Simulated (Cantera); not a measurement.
A closed system holds: 1 mol Cu, 12 mol CO2, 9.2 mol CO, at 0.770 bar.

Method: chemical equilibrium by Gibbs-energy minimisation in Cantera with the NASA 1993 tables (ideal gas, pure condensed phases). Candidate condensed phases: C, Cu, CuO, Cu2O; 15 gas species. The numbers say what is thermodynamically allowed, not how fast it happens.

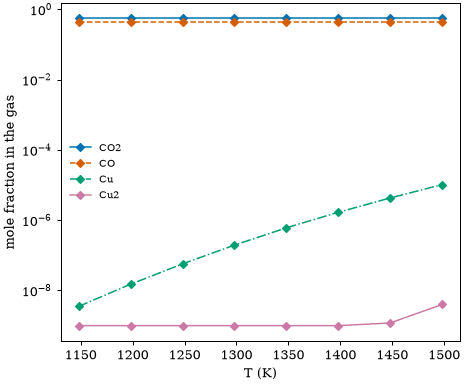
Equilibrium gas composition (values under 1e-9 drawn at 1e-9)

### Question
Read off the mole fractions at 1248 K.

### Answer
CO2 about 0.57, CO about 0.43, Cu about 5.7e-8.
